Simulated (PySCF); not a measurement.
## Electronic structure of C₄H₈O (cyclopropylmethanol) in real space

```xyz
13

O     2.0478   -0.8444   -0.6569
C     1.3100    0.2369   -0.1416
C    -0.1474    0.1759   -0.5052
C    -1.0853   -0.6608    0.3230
C    -1.1734    0.8363    0.3638
H     1.6034   -1.6602   -0.4029
H     1.4068    0.3007    0.9618
H     1.7717    1.1467   -0.5569
H    -0.3374    0.1894   -1.5845
H    -0.6800   -1.1666    1.2061
H    -1.8750   -1.2183   -0.1876
H    -0.8290    1.3432    1.2707
H    -2.0237    1.3226   -0.1215
```

Geometry: PBE0-D3(BJ)/ma-def2-SVP.

Computed with PySCF, DFT single point, gas phase, functional wB97X.

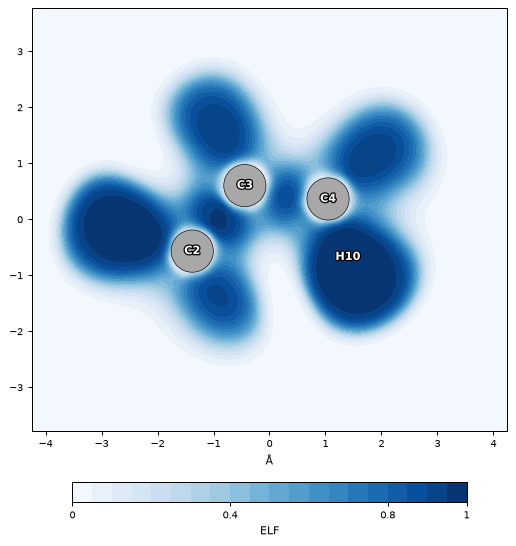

Figure 1. ELF on the plane of atoms C3, C4 and H10. Grey discs cover the atomic cores.

> Read the bonding off the picture.

- The section cuts through C and H sites.
- C–C (1.50 Å): the ELF peaks at about 0.95 between the atoms, as expected for a shared electron pair.
- C–H (1.10 Å): the ELF climbs to about 1 towards the hydrogen, as it does in any bond to H (a covalent bond by its length).

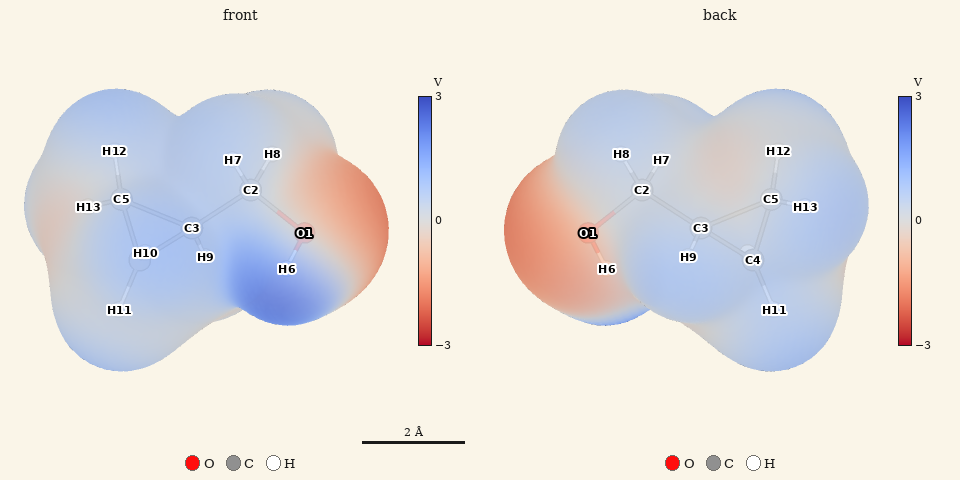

Figure 2. The molecular electrostatic potential painted on the density surface at 0.002 e/bohr³, seen from the front and from behind; red is negative and blue positive.

> Describe the electrostatic potential map.

The most negative region (about −1.7 V) lies over O1, the most positive (about +2.1 V) over H6. O1 is the likeliest acceptor of a hydrogen bond.
